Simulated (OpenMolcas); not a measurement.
# Run report: Cr²⁺ complex, multiconfigurational calculation (part 2 of 2)

The same run, continued: Cr²⁺ with 6 ligands (NH3 and H2O; tetragonal octahedron, 2.15 Å), with no charges around it. Method: state-averaged CASSCF, active space 4 electrons in the shell 3d, basis ANO-RCC-VDZP on the metal and ANO-RCC-VDZP on the ligands, DKH2 scalar Hamiltonian, spin-orbit coupling by RASSI with atomic mean-field integrals (OpenMolcas).

## The program's output (extracts), continued
```
--- RASSI ---
SPIN-FREE ENERGIES:
  (Shifted by EMIN (a.u.) =      -1426.5141141122)

 SF State       Relative EMIN(au)   Rel lowest level(eV)    D:o, cm**(-1)

     1             0.0000000000        0.0000000000              0.0000
     2             0.0152062614        0.4137834533           3337.3886
     6             0.0435747739        1.1857300021           9563.5574
     7             0.0479934255        1.3059676381          10533.3394
     8             0.0511564264        1.3920372787          11227.5378
     3             0.0629495997        1.7129458722          13815.8402
     4             0.0654121526        1.7799553494          14356.3081
     5             0.0703722516        1.9149265181          15444.9240
    51             0.0891448509        2.4257549693          19565.0333
     9             0.0905138840        2.4630082580          19865.5013
    10             0.0917766318        2.4973693775          20142.6424
    11             0.0925839661        2.5193380620          20319.8318
    52             0.0930150846        2.5310693935          20414.4514
    53             0.0941260900        2.5613013916          20658.2889
    54             0.0956836695        2.6036852890          21000.1381
    12             0.0974993787        2.6530932528          21398.6402
    13             0.0977099432        2.6588230039          21444.8538
    55             0.1013368996        2.7575175151          22240.8787
    14             0.1031624217        2.8071925029          22641.5345
    15             0.1081848892        2.9438608048          23743.8387
    16             0.1095113364        2.9799552740          24034.9602
    17             0.1110726729        3.0224414039          24377.6339
    18             0.1137438705        3.0951283940          24963.8941
    56             0.1241303320        3.3777584080          27243.4588
    19             0.1295278392        3.5246320630          28428.0748
    57             0.1332485355        3.6258773652          29244.6732
    20             0.1346350716        3.6636069367          29548.9827
    58             0.1373885143        3.7385319272          30153.2935
    59             0.1387279834        3.7749807402          30447.2730
    60             0.1400257809        3.8102956088          30732.1066
    21             0.1428751554        3.8878310390          31357.4721
    22             0.1465110251        3.9867680923          32155.4532
    23             0.1488923309        4.0515667245          32678.0894
    61             0.1491878804        4.0596090373          32742.9551
    62             0.1513463215        4.1183432113          33216.6781
    24             0.1517037482        4.1280692867          33295.1242
    25             0.1529217590        4.1612130494          33562.4467
    63             0.1534668439        4.1760455655          33682.0790
    26             0.1547288520        4.2103865565          33959.0578
    27             0.1575642931        4.2875428390          34581.3652
Eigenvalues of complex Hamiltonian:
   -----------------------------------
  (Shifted by EMIN (a.u.) =      -1426.5141141122)

 SO State       Relative EMIN(au)   Rel lowest level(eV)    D:o, cm**(-1)

     1            -0.0000813710        0.0000000000              0.0000
     2            -0.0000808517        0.0000141312              0.1140
     3            -0.0000531423        0.0007681419              6.1955
     4            -0.0000458182        0.0009674407              7.8029
     5            -0.0000385851        0.0011642644              9.3904
     6             0.0151033763        0.4131980242           3332.6668
     7             0.0151164185        0.4135529213           3335.5293
     8             0.0151184722        0.4136088041           3335.9800
     9             0.0151592555        0.4147185756           3344.9309
    10             0.0151593394        0.4147208577           3344.9493
    11             0.0434850402        1.1855024427           9561.7220
    12             0.0435245796        1.1865783639           9570.3999
    13             0.0435338204        1.1868298195           9572.4281
    14             0.0479341816        1.3065697484          10538.1957
    15             0.0479694190        1.3075286059          10545.9294
    16             0.0480053569        1.3085065281          10553.8169
    17             0.0511529275        1.3941562854          11244.6288
    18             0.0511704530        1.3946331791          11248.4752
    19             0.0511952224        1.3953071882          11253.9114
    20             0.0627808527        1.7105682513          13796.6634
    21             0.0627815469        1.7105871392          13796.8157
    22             0.0628355350        1.7120562316          13808.6648
    23             0.0628510671        1.7124788819          13812.0737
    24             0.0628660340        1.7128861508          13815.3585
    25             0.0653122176        1.7794501977          14352.2338
    26             0.0653245212        1.7797849951          14354.9341
    27             0.0653788304        1.7812628249          14366.8536
    28             0.0654458892        1.7830875877          14381.5713
    29             0.0654529562        1.7832798898          14383.1223
    30             0.0703324182        1.9160568160          15454.0404
    31             0.0703324413        1.9160574437          15454.0455
    32             0.0703694233        1.9170637748          15462.1621
    33             0.0703725939        1.9171500522          15462.8580
    34             0.0703838561        1.9174565119          15465.3297
    35             0.0886329814        2.4140405096          19470.5498
    36             0.0903411188        2.4605212952          19845.4426
    37             0.0903902596        2.4618584846          19856.2278
    38             0.0905263126        2.4655606753          19886.0880
    39             0.0911648590        2.4829364095          20026.2327
    40             0.0915288789        2.4928418948          20106.1258
    41             0.0917240999        2.4981541286          20148.9719
Weights of the five most important spin-orbit-free states for each spin-orbit state.

 SO State  Total energy (au)           Spin-free states, spin, and weights
 -------------------------------------------------------------------------------------------------------
    1        -0.000081       1 2.0  0.9987    6 1.0  0.0005    4 2.0  0.0003    8 1.0  0.0003   24 1.0  0.0000
    2        -0.000081       1 2.0  0.9987    6 1.0  0.0005    8 1.0  0.0003    4 2.0  0.0003   24 1.0  0.0000
    3        -0.000053       1 2.0  0.9992    6 1.0  0.0005    3 2.0  0.0001    4 2.0  0.0001   27 1.0  0.0000
    4        -0.000046       1 2.0  0.9994    8 1.0  0.0003    4 2.0  0.0001    5 2.0  0.0001   24 1.0  0.0000
    5        -0.000039       1 2.0  0.9995    8 1.0  0.0001    6 1.0  0.0001    3 2.0  0.0001    5 2.0  0.0000
    6         0.015103       2 2.0  0.9977    7 1.0  0.0014    3 2.0  0.0003    5 2.0  0.0003    6 1.0  0.0001
    7         0.015116       2 2.0  0.9981    7 1.0  0.0010    5 2.0  0.0003    8 1.0  0.0003    3 2.0  0.0001
    8         0.015118       2 2.0  0.9980    7 1.0  0.0010    3 2.0  0.0004    6 1.0  0.0003    5 2.0  0.0001
    9         0.015159       2 2.0  0.9991    6 1.0  0.0003    8 1.0  0.0003    3 2.0  0.0001    5 2.0  0.0001
   10         0.015159       2 2.0  0.9991    6 1.0  0.0003    8 1.0  0.0003    3 2.0  0.0001    5 2.0  0.0001
   11         0.043485       6 1.0  0.9857    7 1.0  0.0083    8 1.0  0.0037    1 2.0  0.0007    2 2.0  0.0005
   12         0.043525       6 1.0  0.9919    7 1.0  0.0064    1 2.0  0.0005    2 2.0  0.0004   10 1.0  0.0004
```

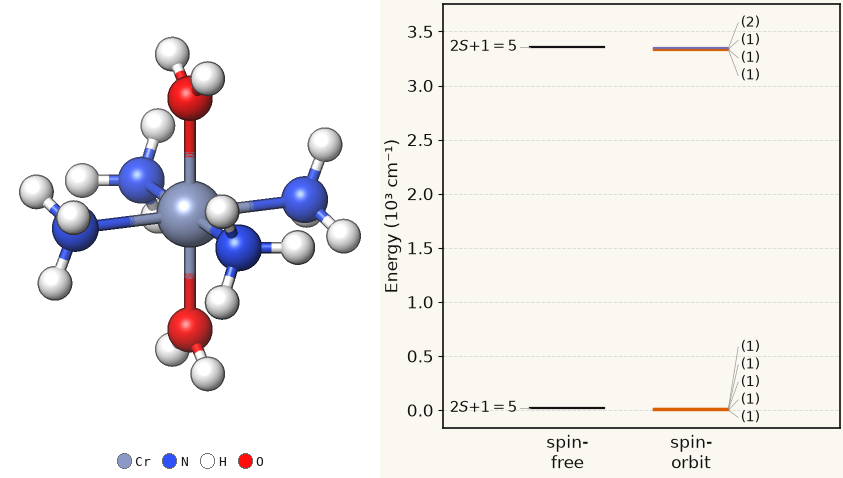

**Figure 1.** Cr²⁺ (3d⁴) with 6 ligands, NH₃ with axial H₂O, at 2.15 Å (arrangement: tetragonal octahedron, Ci), axial distortion 0.972, and its levels. Labels give the representation in O, Td, D4 or D3 as the site allows (double group for half-integer spin) where it could be assigned and, in brackets, the degeneracy; spin-free states, where drawn, share the zero of the spin-orbit levels. The ground level is non-degenerate, 100 % from states of spin multiplicity 5. The next level lies only 0.11 cm⁻¹ higher, so the two form a quasi-doublet; the first real gap is 6.2 cm⁻¹. The active orbitals hold 91 to 97 % metal character (Löwdin), and the Mulliken charge of the metal is +1.41.

## Key numbers

```tsv
quantity	value
outcome	converged
energy of the lowest spin-free term	−1426.51411 hartree
energy of the lowest spin-orbit level	−1426.51420 hartree
largest spread among components of a term	0.0 cm⁻¹
wall time	79 s
peak memory	0.18 GiB
```

## Remarks

Without dynamic correlation the splittings between terms come out too large, often by 20 to 50 %. To bear in mind: small active space favours high spin, ground spin may be wrong; distances are set from ionic radii, not optimised.
